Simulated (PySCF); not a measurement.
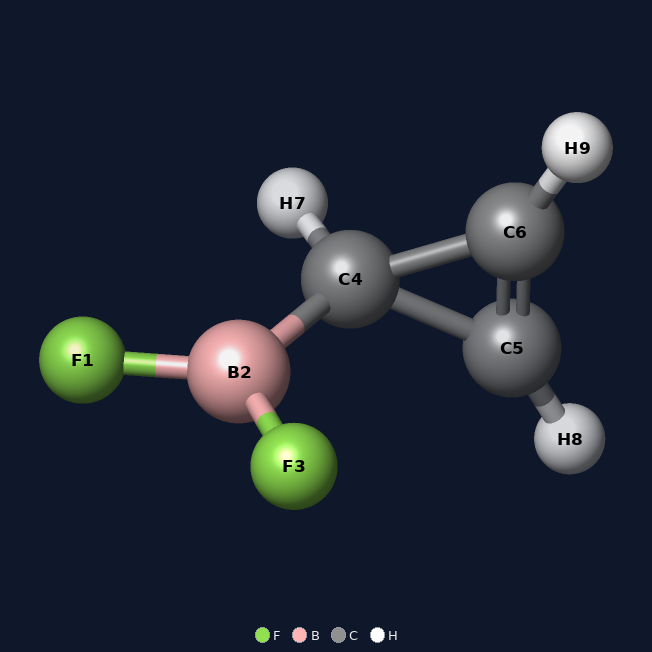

The computed structure is the end point of a PBE0-D3(BJ)/def2-SVP optimisation. No frequency run is at hand to confirm it as a minimum. Level of theory: B3LYP/cc-pVTZ indirect spin-spin coupling, non-relativistic, gas phase (PySCF 2.14.0). Isotopes: 11B, 13C, 19F, 1H.

Give the spin–spin coupling constants of these pairs, with the number of bonds between them: B2/F3, C4/C6, C5/H7, C6/H8, B2/H8.

```json
{"pair": "B2, F3", "bonds apart": "1", "J (Hz)": "−150.6"}
{"pair": "C4, C6", "bonds apart": "1", "J (Hz)": "3.6"}
{"pair": "C5, H7", "bonds apart": "2", "J (Hz)": "−1.2"}
{"pair": "C6, H8", "bonds apart": "2", "J (Hz)": "7.4"}
{"pair": "B2, H8", "bonds apart": "3", "J (Hz)": "−1.1"}
```

Density functionals are unreliable for couplings to fluorine, so those rows may be far off.
